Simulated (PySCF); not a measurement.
```csv
atom,x (Å),y (Å),z (Å)
C,2.6351,0.6713,0.2052
Si,1.1458,0.0162,-0.7264
C,0.2909,-1.4465,0.0814
C,-0.9679,-1.0674,0.3777
C,-1.3386,0.3224,0.0144
C,-2.7281,0.7949,0.3271
F,-2.9196,2.0704,-0.0045
F,-2.9884,0.6696,1.6351
F,-3.6409,0.0626,-0.3239
C,-0.3967,1.0841,-0.5759
H,3.0130,1.5971,-0.2548
H,3.4492,-0.0698,0.1968
H,2.3684,0.8836,1.2515
H,1.4968,-0.2467,-2.1568
H,0.6600,-2.4489,0.3088
H,-1.7077,-1.7149,0.8605
H,-0.5974,2.1162,-0.8687
```

Geometry: PBE0-D3(BJ)/def2-SVP.

The calculation used PBE0/def2-SVPD, SCF density, gas phase in PySCF.

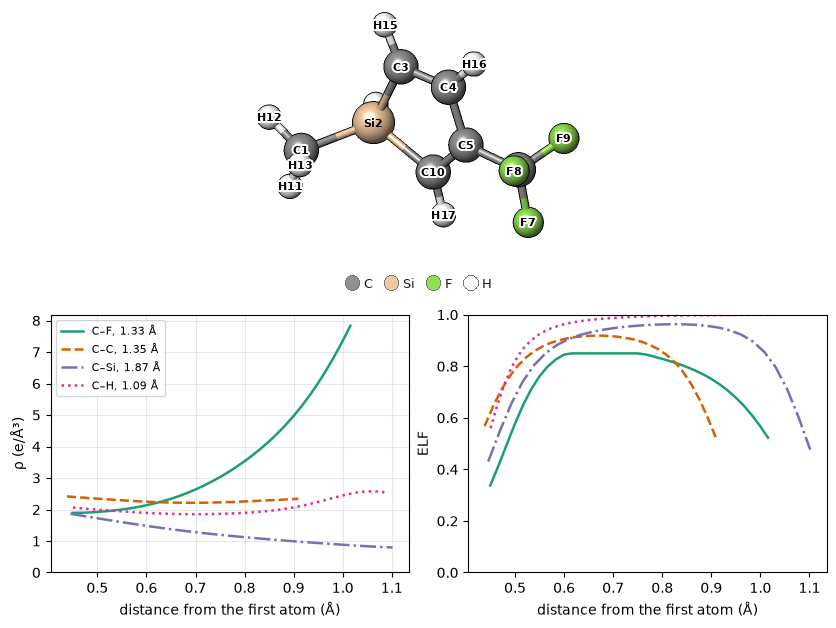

C6H7F3Si. Electron density and ELF along straight lines between neighbouring atoms. The curves leave out the atomic cores. The structure is drawn too.

Question: Compare the contacts.

Answer: C–F (1.33 Å): the density is about 2.4 e/Å³ at the midpoint; the ELF peaks at about 0.85 between the atoms, as expected for a shared but strongly polarised pair.
C–C (1.35 Å): ρ is about 2.2 e/Å³ halfway; the ELF peaks at about 0.90 between the atoms, as expected for a covalent bond.
C–Si (1.87 Å): ρ at the midpoint is about 0.95 e/Å³; the ELF peaks at about 0.95 between the atoms: localised, covalent bonding.
C–H (1.09 Å): ρ is about 1.9 e/Å³ halfway; the ELF climbs to about 1 towards the hydrogen, as it does in any bond to H; a covalent bond by its length.
